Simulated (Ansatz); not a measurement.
Ga$_{2}$H$_{6}$O$_{2}$

| atom | x (Å) | y (Å) | z (Å) |
| --- | --- | --- | --- |
| Ga | -1.1651 | 0.4549 | 0.8110 |
| Ga | 1.1650 | -0.4549 | -0.8111 |
| O | -0.2140 | 0.9412 | -0.8353 |
| O | 0.2142 | -0.9411 | 0.8354 |
| H | 0.0859 | 1.8529 | -0.9159 |
| H | -2.5321 | -0.2346 | 0.4846 |
| H | -0.8621 | 1.5596 | 1.8780 |
| H | -0.0855 | -1.8528 | 0.9163 |
| H | 2.5322 | 0.2344 | -0.4850 |
| H | 0.8616 | -1.5596 | -1.8780 |

Geometry: PBE0-D4/def2-SVP.

Level of theory: isolated molecule in a Gaussian basis; Kohn-Sham density functional theory, functional PBE0 in Ansatz 0.2.0.

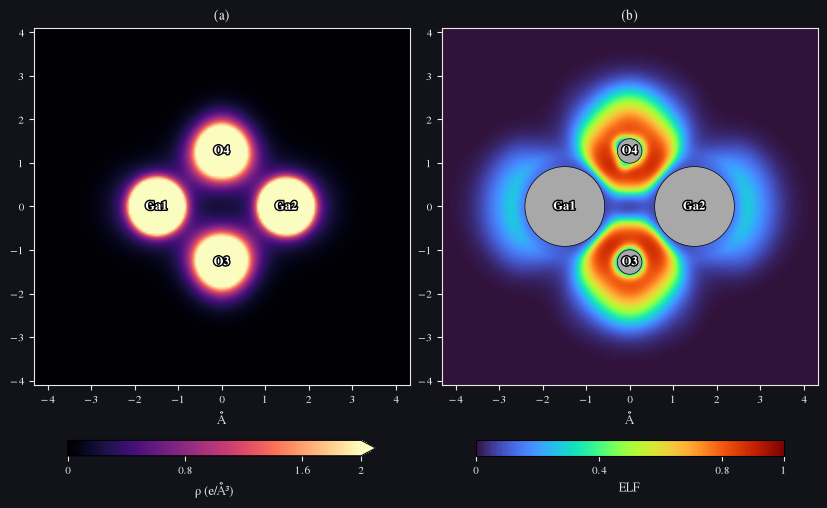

Figure 1. (a) total electron density; (b) electron localisation function on the plane of atoms Ga1, O4 and Ga2. Grey discs cover the atomic cores in the ELF map.

What do the fields say about this system?

- The section cuts through Ga and O sites.
- Ga–O (1.96 Å): the density is about 0.6 e/Å³ at the midpoint; the ELF peaks at about 0.90 in the valence shell of O, 0.6 Å from its nucleus, and is about 0.20 at the midpoint.

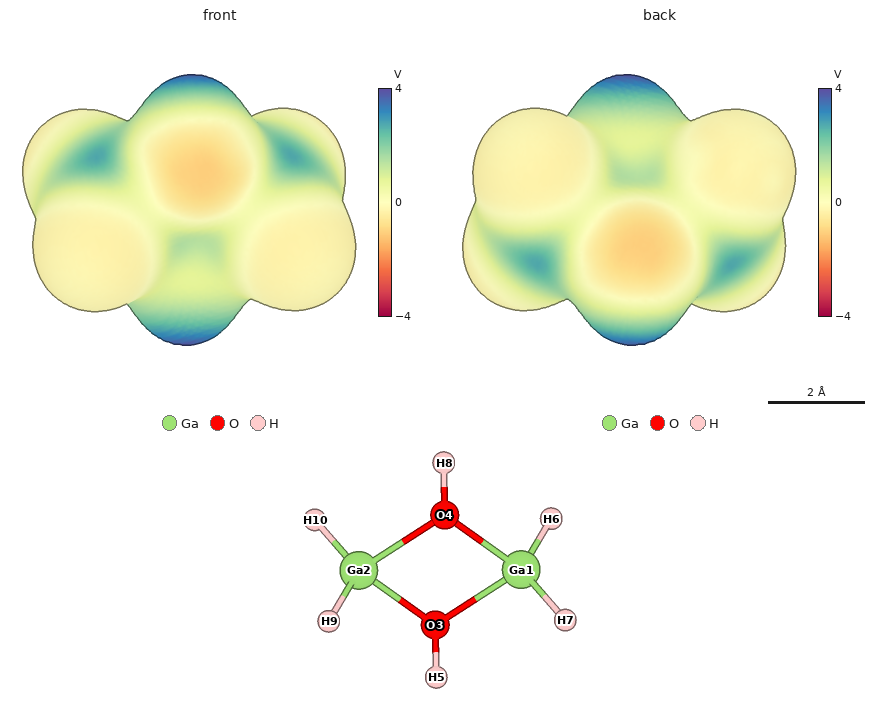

Figure 2. The molecular electrostatic potential painted on the density surface at 0.004 e/bohr³, seen from the front and from behind; red is negative and blue positive. The bare structure is drawn below in the same view.

Which sites attract a positive test charge, and which a negative one?

A positive charge is drawn to the negative regions and a negative charge to the positive ones. The most negative region (about −1.1 V) lies over O3 and O4, the most positive (about +3.8 V) over H5 and H8.

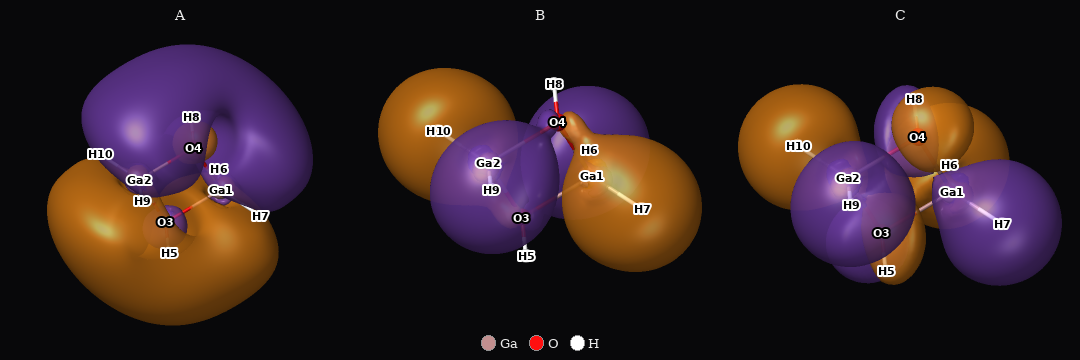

Figure 3. Three frontier orbitals at ±0.04 Å⁻³ᐟ² (orange and purple are the two phases), in no order.

Order the three orbitals by energy and name them.

B is the HOMO−1 (−8.47 eV). It lies mainly on Ga1 (about 20 %), Ga2 (about 20 %), H7 (about 15 %), H6 (about 15 %), H10 (about 15 %) and H9 (about 15 %); it is gerade (even under inversion). C is the HOMO (−7.97 eV). It lies mainly on Ga1 (about 15 %), Ga2 (about 15 %), H7 (about 10 %), H6 (about 10 %), H10 (about 10 %) and H9 (about 10 %); it is ungerade (odd under inversion). A is the LUMO (−0.75 eV). Its weight (Hirshfeld) is mainly on Ga1 (about 30 %), Ga2 (about 30 %), H8 (about 10 %) and H5 (about 10 %); it is ungerade (odd under inversion).

What is the HOMO–LUMO gap?

7.22 eV between the orbital energies.
